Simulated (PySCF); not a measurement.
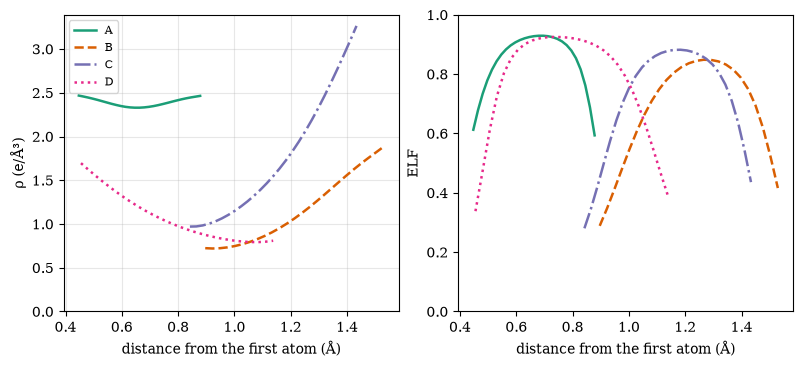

C4H10ClGeN. Total electron density and electron localisation function along straight lines between neighbouring atoms. The curves leave out the atomic cores.

Geometry: GFN2-xTB.

The calculation used wB97X-D/def2-SVPD, SCF density, gas phase in PySCF 2.14.0.

```
atom    x (Å)    y (Å)    z (Å)
   C  -1.4703  -0.1997   1.6873
   C  -1.1115  -0.0196   0.4242
   C  -1.4682  -0.9880  -0.6620
   C  -0.2988   1.1536  -0.0082
  Ge   1.6862   0.7903   0.1206
   N   2.3502  -0.6916  -0.7012
  Cl   2.7169   2.3802  -0.8044
   H  -2.0445  -1.0547   2.0008
   H  -1.2065   0.5090   2.4547
   H  -1.9342  -1.8821  -0.2563
   H  -0.5742  -1.2733  -1.2185
   H  -2.1599  -0.5244  -1.3658
   H  -0.4993   2.0176   0.6234
   H  -0.5259   1.4271  -1.0395
   H   2.1496   0.6506   1.5601
   H   2.0197  -1.5871  -0.3743
   H   2.3636  -0.6959  -1.7113
```

Which curve belongs to which contact (C–C, C–Ge, Ge–Cl and Ge–N)? The first atom named is at distance zero.

Curve A: C–C (1.33 Å): ρ at the midpoint is about 2.3 e/Å³; the ELF peaks at about 0.95 between the atoms; a short, multiple covalent bond. Curve B: Ge–Cl (2.11 Å): ρ at the midpoint is about 0.8 e/Å³; the ELF peaks at about 0.85 in the valence shell of Cl, 0.8 Å from its nucleus, and is about 0.65 at the midpoint. Curve C: Ge–N (1.82 Å): ρ is about 1 e/Å³ halfway; the ELF peaks at about 0.90 in the valence shell of N, 0.6 Å from its nucleus, and is about 0.50 at the midpoint. Curve D: C–Ge (2.02 Å): ρ at the midpoint is about 0.81 e/Å³; the ELF peaks at about 0.95 in the valence shell of C, 0.7 Å from its nucleus, and is about 0.75 at the midpoint.
